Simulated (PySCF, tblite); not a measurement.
**C₆H₁₀NSi radical: geometry, infrared bands and EPR parameters**

Wanted: the infrared bands and EPR parameters of C₆H₁₀NSi radical (`[CH2]CC1=NCC([SiH3])=C1`), by calculation.

Computed with tblite 0.8.0 and PySCF 2.14.0, with density-fitted response routines of our own, on a single molecule in the gas phase. Atoms are numbered from 0 throughout.

## (1) The molecule as given

18 atoms, charge 0, multiplicity 2; geometry from: force field or distance geometry start.

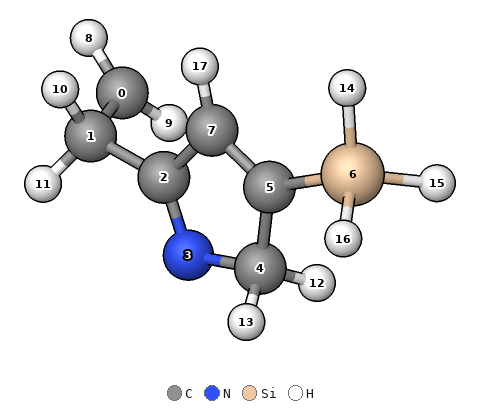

The starting geometry (carbon grey, nitrogen blue, silicon light orange, hydrogen white), atoms numbered.

## (2) Optimising the geometry with GFN2-xTB

What the job is given:

```
{"job": {"kind": "relax", "xc": "GFN2-xTB", "basis": "xTB"}, "charge": 0, "multiplicity": 2}
C     -2.937500     0.813800     0.506600
C     -2.282400    -0.512100     0.478700
C     -0.883700    -0.393200    -0.096600
N     -0.660900    -0.492000    -1.386800
C      0.798800    -0.297600    -1.492500
C      1.265300    -0.061700    -0.106600
Si     3.020100     0.254500     0.231900
C      0.264600    -0.107500     0.767800
H     -3.693200     1.032200     1.257000
H     -2.842500     1.489100    -0.332300
H     -2.208600    -0.914200     1.504800
H     -2.865700    -1.223900    -0.110300
H      0.985600     0.567800    -2.138300
H      1.257900    -1.190800    -1.944100
H      3.230500     0.431900     1.697000
H      3.463500     1.483900    -0.447600
H      3.845100    -0.885000    -0.231300
H      0.234300     0.010900     1.830800
```

On the command line:

```sh
OMP_NUM_THREADS=1 python probes_run.py task.json out
```

The driver reads the jobs from task.json and runs them one after another.

The program printed:

```text
step      E/eV     max force
  0    -611.41900    2.703
  1    -611.60742    1.168
  2    -611.65196    0.621
  3    -611.67164    0.321
  4    -611.68411    0.243
  5    -611.68858    0.161
  6    -611.69273    0.159
  7    -611.69570    0.122
  8    -611.69876    0.129
  9    -611.70185    0.135
 10    -611.70444    0.098
 11    -611.70628    0.114
 12    -611.70785    0.105
 13    -611.70928    0.085
 14    -611.71024    0.057
 15    -611.71072    0.043
 16    -611.71105    0.037
 17    -611.71139    0.041
 18    -611.71175    0.044
 19    -611.71211    0.046
 20    -611.71255    0.071
 21    -611.71314    0.094
 22    -611.71386    0.084
 23    -611.71447    0.051
 24    -611.71488    0.044
 25    -611.71526    0.058
 26    -611.71578    0.081
 27    -611.71648    0.075
 28    -611.71722    0.060
 29    -611.71786    0.051
 30    -611.71844    0.054
 31    -611.71914    0.074
 32    -611.72022    0.098
 33    -611.72184    0.138
 34    -611.72393    0.144
 35    -611.72646    0.157
 36    -611.72929    0.129
 37    -611.72762    0.608
 38    -611.73332    0.147
 39    -611.73514    0.112
 40    -611.74090    0.338
 41    -611.74278    0.100
 42    -611.74509    0.104
 43    -611.74748    0.257
 44    -611.74898    0.088
 45    -611.75034    0.087
 46    -611.75212    0.148
 47    -611.75298    0.090
 48    -611.75387    0.081
 49    -611.75624    0.136
 50    -611.75691    0.083
 51    -611.75796    0.066
 52    -611.75904    0.055
 53    -611.75935    0.062
 54    -611.75976    0.066
 55    -611.76047    0.054
 56    -611.76089    0.058
 57    -611.76169    0.077
 58    -611.76253    0.071
 59    -611.76329    0.054
 60    -611.76373    0.052
 61    -611.76408    0.058
 62    -611.76453    0.075
 63    -611.76512    0.074
 64    -611.76569    0.041
 65    -611.76599    0.040
 66    -611.76614    0.029
 67    -611.76630    0.024
 68    -611.76647    0.030
 69    -611.76659    0.036
 70    -611.76668    0.032
 71    -611.76676    0.021
 72    -611.76684    0.018
 73    -611.76691    0.018
 74    -611.76695    0.019
 75    -611.76699    0.016
 76    -611.76704    0.019
 77    -611.76711    0.022
 78    -611.76722    0.031
 79    -611.76734    0.029
 80    -611.76744    0.019
 81    -611.76752    0.021
 82    -611.76759    0.025
 83    -611.76767    0.026
 84    -611.76772    0.019
 85    -611.76776    0.015
 86    -611.76781    0.017
 87    -611.76788    0.031
 88    -611.76798    0.040
 89    -611.76811    0.040
 90    -611.76822    0.029
 91    -611.76830    0.018
 92    -611.76836    0.024
 93    -611.76844    0.030
 94    -611.76852    0.026
 95    -611.76859    0.016
 96    -611.76863    0.018
 97    -611.76868    0.017
 98    -611.76871    0.017
 99    -611.76874    0.017
100    -611.76877    0.018
101    -611.76881    0.021
102    -611.76883    0.015
103    -611.76885    0.011
104    -611.76886    0.009
```

It took 0.76 s on 1 thread of Arm Neoverse V1, shared host.

Step by step: (not every step is listed)

```
step  energy from step 0 (eV)  largest force (eV/Å)
   0                   0.0000                2.7030
   1                  -0.1884                1.1677
   2                  -0.2330                0.6211
   3                  -0.2526                0.3208
   4                  -0.2651                0.2426
   5                  -0.2696                0.1613
   6                  -0.2737                0.1586
   7                  -0.2767                0.1222
   8                  -0.2798                0.1294
  17                  -0.2924                0.0410
  26                  -0.2968                0.0808
  35                  -0.3075                0.1570
  44                  -0.3300                0.0884
  53                  -0.3404                0.0624
  62                  -0.3455                0.0750
  71                  -0.3478                0.0207
  80                  -0.3484                0.0194
  89                  -0.3491                0.0398
  98                  -0.3497                0.0173
  99                  -0.3497                0.0170
 100                  -0.3498                0.0175
 101                  -0.3498                0.0213
 102                  -0.3498                0.0153
 103                  -0.3499                0.0107
 104                  -0.3499                0.0091
```

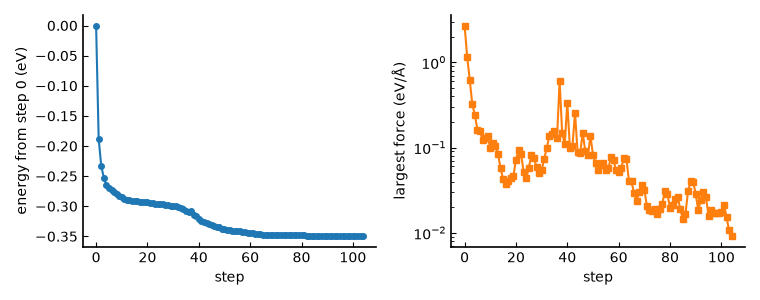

Energy and force, step by step.

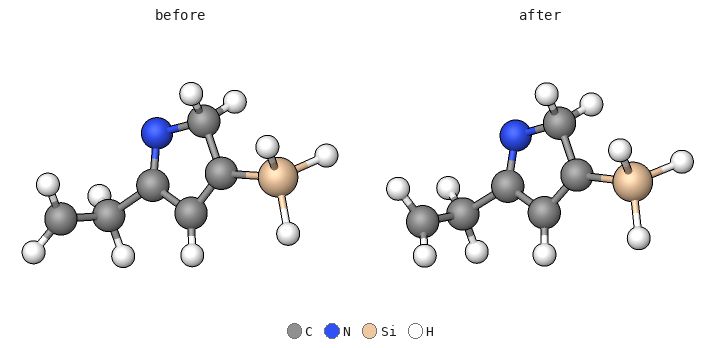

The geometry before (left) and after (right).

Close pairs (by a distance rule), those that changed most:

```
   bond  before (Å)  after (Å)  change (Å)
 C5–Si6       1.815      1.870      +0.055
  N3–C4       1.476      1.434      -0.042
Si6–H14       1.491      1.463      -0.028
  C2–N3       1.313      1.287      -0.026
  C4–C5       1.481      1.504      +0.023
  C5–C7       1.330      1.347      +0.017
Si6–H16       1.481      1.466      -0.016
  C1–C2       1.517      1.503      -0.014
```

The next job starts from the end point, and lists it.

## (3) Vibrational analysis with GFN2-xTB

What the job is given:

```
{"job": {"kind": "ir", "xc": "GFN2-xTB", "basis": "xTB"}, "charge": 0, "multiplicity": 2}
C     -2.793930     0.806947     0.562868
C     -2.383918    -0.597655     0.389679
C     -0.974416    -0.487494    -0.121860
N     -0.665259    -0.612895    -1.364479
C      0.742066    -0.363358    -1.484687
C      1.242432    -0.055979    -0.099573
Si     3.016852     0.358117     0.319377
C      0.165415    -0.135398     0.705769
H     -2.557681     1.333515     1.468261
H     -3.085217     1.380968    -0.295255
H     -2.397668    -1.148232     1.331920
H     -2.989398    -1.107222    -0.359929
H      0.908700     0.466559    -2.176576
H      1.231639    -1.240823    -1.914804
H      3.127839     0.566213     1.762783
H      3.400983     1.575277    -0.401611
H      3.875905    -0.752062    -0.101654
H      0.126897     0.019840     1.768113
```

The program printed:

```text
mode    cm-1     km/mol
  1      46.1      0.19
  2      63.5      0.02
  3      90.2      1.30
  4     148.2      1.33
  5     172.8      4.47
  6     207.6      0.54
  7     275.5      8.89
  8     326.5      3.81
  9     370.4      5.98
 10     433.1     10.18
 11     538.6     54.98
 12     552.8     85.38
 13     566.6     73.98
 14     629.6      7.18
 15     680.3     43.93
 16     778.1    165.82
 17     784.0    277.92
 18     788.7    386.61
 19     803.2      4.85
 20     810.0      1.05
 21     894.6     15.65
 22     901.9      6.05
 23     952.8     11.36
 24    1006.5     12.44
 25    1056.5     50.98
 26    1065.4      1.56
 27    1107.0     12.14
 28    1126.4      2.49
 29    1145.7     25.42
 30    1195.7      0.39
 31    1230.1      6.21
 32    1232.0     41.13
 33    1306.4     54.73
 34    1390.1      6.79
 35    1392.5      1.64
 36    1447.2      0.33
 37    1542.6     36.60
 38    1616.2     37.96
 39    2243.6    384.36
 40    2250.2    231.51
 41    2273.8    279.43
 42    2935.7     12.48
 43    2964.7     26.87
 44    2971.0     28.26
 45    2995.4     16.84
 46    3127.4     11.27
 47    3135.7     27.74
 48    3172.0     28.43
```

Wall time 0.66 s (1 thread of Arm Neoverse V1, shared host).

Which atoms move in the most intense modes:

```
cm⁻¹  km/mol                         atoms
 553    85.4   H15 36 %, H16 34 %, C5 10 %
 567    74.0     H9 37 %, H8 31 %, C0 24 %
 778   165.8  H14 58 %, H15 20 %, H16 18 %
 784   277.9  H16 34 %, H15 32 %, H14 27 %
 789   386.6            H15 42 %, H16 41 %
2244   384.4            H15 71 %, H16 25 %
2250   231.5            H16 72 %, H15 26 %
2274   279.4                      H14 97 %
```

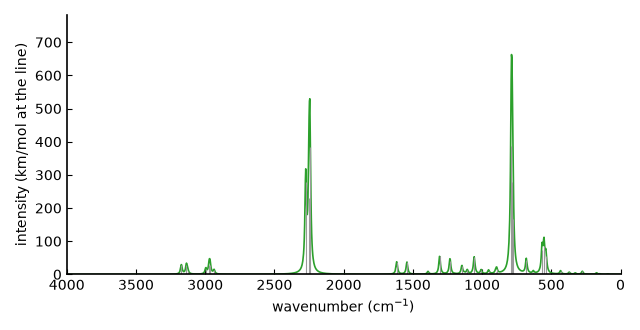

The infrared spectrum from these modes, unscaled. Lines are broadened to a width of 14 cm⁻¹ (Lorentzian).

## (4) EPR parameters: B3LYP/pcH-1

Same as in step 3 but for these lines:

```diff
@@ -1,2 +1,2 @@
-{"job": {"kind": "ir", "xc": "GFN2-xTB", "basis": "xTB"}, "charge": 0, "multiplicity": 2}
+{"job": {"kind": "epr", "basis": "pcH-1"}, "charge": 0, "multiplicity": 2}
 C     -2.793930     0.806947     0.562868
```

Method: UKS B3LYP, pcH-1 on C H N Si, non-relativistic, mean-field spin-orbit, GIAO.

The program printed:

```text
UKS, coarse grid
  cycle   1  E = -578.77964370  |g| = 3.38e-01
  cycle   2  E = -578.73252625  |g| = 4.74e-01
  cycle   3  E = -578.83068386  |g| = 1.28e-01
  cycle   4  E = -578.83689815  |g| = 4.99e-02
  cycle   5  E = -578.83812535  |g| = 8.23e-03
  cycle   6  E = -578.83815993  |g| = 4.02e-03
  cycle   7  E = -578.83816961  |g| = 1.45e-03
  cycle   8  E = -578.83817036  |g| = 1.10e-03
  cycle   9  E = -578.83817151  |g| = 2.63e-04
UKS, final grid
  cycle   1  E = -578.83815262  |g| = 3.82e-04
  cycle   2  E = -578.83815244  |g| = 7.43e-04
  cycle   3  E = -578.83815272  |g| = 7.17e-05
  cycle   4  E = -578.83815273  |g| = 5.13e-05
  cycle   5  E = -578.83815274  |g| = 3.67e-05
  cycle   6  E = -578.83815275  |g| = 1.68e-05
E = -578.83815275 Eh   <S^2> = 0.7546 (exact 0.7500)
g shifts (ppm)      1          2          3
  rmc          -148       -148       -148
  gc              9         28         22
  oz_so         200        597        827
  total          62        477        701
hyperfine (MHz)  atom isotope    a_iso     a_fc   dipolar eigenvalues
    0   13C      99.59      99.69    -80.06    -79.16    159.22
    1   13C     -27.02     -27.03     -3.02      0.81      2.21
    2   13C      87.08      87.09     -9.29     -3.52     12.80
    3   14N       3.39       3.39     -3.27     -2.71      5.99
    4   13C       2.05       2.05     -0.73     -0.25      0.98
    5   13C      -0.35      -0.35     -1.49      0.31      1.19
    6  29Si      -0.34      -0.34     -0.19      0.08      0.10
    7   13C      -0.83      -0.83     -1.03     -0.14      1.17
    8    1H     -60.64     -60.65    -38.53     -0.34     38.88
    9    1H     -59.22     -59.23    -38.26     -0.54     38.80
   10    1H      28.68      28.68     -4.83     -4.37      9.20
   11    1H      37.92      37.92     -5.00     -4.15      9.15
   12    1H      16.41      16.41     -1.11     -0.67      1.78
   13    1H       8.99       8.99     -1.15     -1.05      2.20
   14    1H      -0.01      -0.01     -0.37     -0.34      0.71
   15    1H      -0.92      -0.92     -0.36     -0.28      0.64
   16    1H      -0.15      -0.15     -0.27     -0.24      0.50
   17    1H      -0.26      -0.26     -2.18     -1.76      3.94
```

It took 1.9 min on 1 thread of Arm Neoverse V1, shared host; peak memory 1.2 GiB.

Principal g values 2.00238, 2.00280, 2.00302; g(iso) = 2.00273, against 2.00232 for a free electron.

Mean a(iso) over the nuclei that a row names, and the largest dipolar term of the row (other rows stand at the frozen geometry):

```
       nuclei  isotope  a(iso) (MHz)  a(iso) (G, at g = 2.0023)  largest dipolar term (MHz)
           C0      13C          99.6                       35.5                       159.2
           C2      13C          87.1                       31.1                        12.8
       H8, H9       1H         -59.9                      -21.4                        38.9
     H10, H11       1H          33.3                       11.9                         9.2
           C1      13C         -27.0                       -9.6                        -3.0
     H12, H13       1H          12.7                        4.5                         2.2
           N3      14N           3.4                        1.2                         6.0
           C4      13C           2.0                        0.7                         1.0
           C7      13C          -0.8                       -0.3                         1.2
H14, H15, H16       1H          -0.4                       -0.1                         0.7
           C5      13C          -0.3                       -0.1                        -1.5
          Si6     29Si          -0.3                       -0.1                        -0.2
          H17       1H          -0.3                       -0.1                         3.9
```

Mulliken spin populations:

C0 1.06; C1 -0.08; C2 0.01; N3 0.06; C4 0.00; C5 -0.01; Si6 0.00; C7 0.00; H8 -0.04; H9 -0.04; H10 0.01; H11 0.02; H12 0.01; H13 0.00; H14 0.00; H15 0.00; H16 0.00; H17 0.00

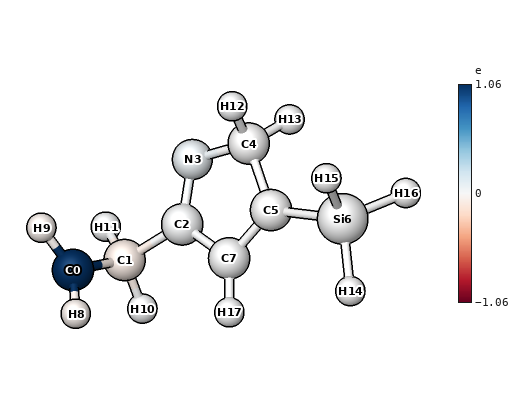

Mulliken spin populations, as colours on the atoms.

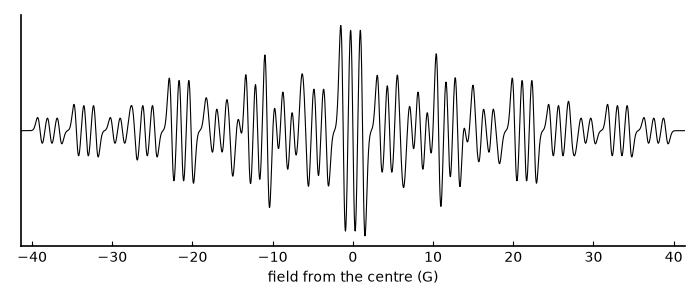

First-order isotropic spectrum (first derivative, main isotopes with spin only, couplings over 0.8 MHz, Gaussian width 0.3 G; couplings of the frozen geometry, rotation of groups not averaged beyond the rows shown).

The fields below are evaluated on a grid from the run's orbitals.

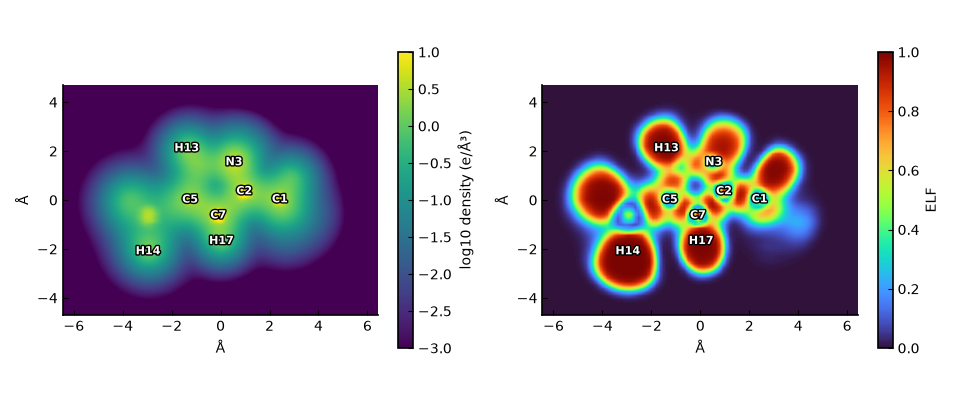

Density (left) and ELF (right) in a plane through or near 8 of the atoms.

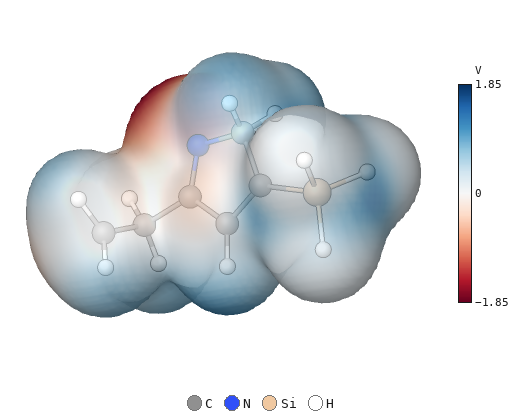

Electrostatic potential on the surface of density 0.002 e/bohr³; red is low, blue high. It runs from -1.85 V near N3 to 1.14 V near H15.

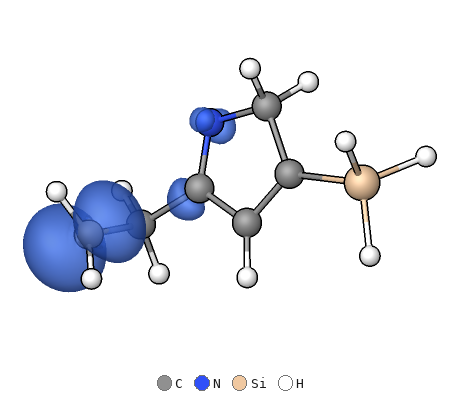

Spin density at ±0.05 e/Å³ (alpha excess blue, beta excess red).

## (5) What came out

| quantity | value |
| --- | --- |
| strongest single infrared mode (GFN2-xTB) | 789 cm⁻¹, 387 km/mol |
| zero-point energy (GFN2-xTB) | 84.0 kcal/mol |
| g(iso) (B3LYP) | 2.00273 |
| ⟨S²⟩ | 0.755 (exact 0.75) |
| largest a(iso) (averaged by class) | 13C on C0, 99.6 MHz |
| potential on the surface of density 0.002 e/bohr³, 1st and 99th percentile | -1.85 V and 1.14 V |

Relaxing lowered the energy by 0.350 eV in 104 steps; the close pair that moved most is C5–Si6, from 1.815 to 1.870 Å. No mode is imaginary among the 48: a minimum at this level. The strongest single mode, at 789 cm⁻¹, moves mainly H15 and H16. GFN2-xTB is a fitted tight-binding method: band positions and strengths are rough. Its intensities can rank the bands wrongly. C0 carries the largest spin population, 1.06 e. The isotropic g lies 0.4 ppt above the free-electron value. The conformer search found further structures of the same energy, which may be mirror or relabelled copies of this one.
